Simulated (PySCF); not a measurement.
Consider C₅H₁₅BO (SMILES CCC[BH2-][O+](C)C).

```xyz
22

C     3.0809    0.4290   -0.4112
C     1.7169    0.0692    0.1694
C     0.8871   -0.7999   -0.7764
B    -0.5710   -1.1987   -0.1954
O    -1.3350    0.2542    0.2004
C    -2.4603    0.0483    1.0298
C    -1.6607    1.0161   -0.9455
H     3.6545    1.0348    0.2890
H     3.6493   -0.4725   -0.6317
H     2.9660    0.9921   -1.3367
H     1.8545   -0.4649    1.1117
H     1.1729    0.9908    0.3942
H     1.4402   -1.7248   -0.9588
H     0.8310   -0.2986   -1.7482
H    -1.2942   -1.7179   -0.9897
H    -0.5214   -1.7597    0.8500
H    -2.1166   -0.4859    1.9123
H    -3.2247   -0.5497    0.5238
H    -2.8834    1.0132    1.3236
H    -0.7452    1.1511   -1.5147
H    -2.0520    1.9912   -0.6416
H    -2.3994    0.5020   -1.5683
```

Geometry: GFN2-xTB, NEB image 0 of 0 to 8.

These are results of PySCF 2.14.0, PBE0/pcSseg-1, SCF density, gas phase, non-relativistic, not measurements.

Predict the electron density and electron localisation function between the atoms.

C–C (1.53 Å): ρ at the midpoint is about 1.6 e/Å³; the ELF peaks at about 0.95 between the atoms, as expected for a covalent bond.
C–B (1.62 Å): the density is about 1.3 e/Å³ at the midpoint; the ELF peaks at about 1 between the atoms, as expected for a covalent bond.
C–H (1.09 Å): ρ at the midpoint is about 2 e/Å³; the ELF climbs to about 1 towards the hydrogen, as it does in any bond to H: a covalent bond by its length.
B–H (1.19 Å): ρ is about 1.2 e/Å³ halfway; the ELF climbs to about 1 towards the hydrogen (a covalent bond by its length).

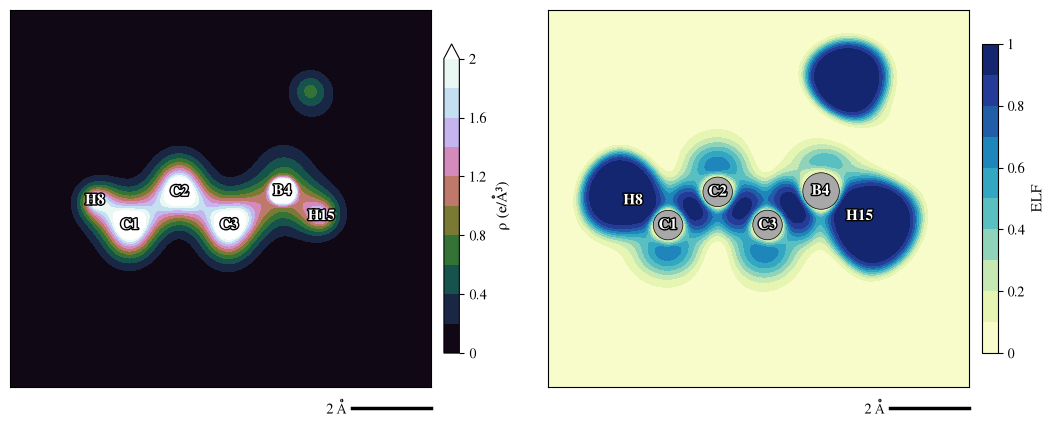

Computed electron density and electron localisation function on the plane of atoms C2, C1 and H8, in this order. Grey discs cover the atomic cores in the ELF map. 
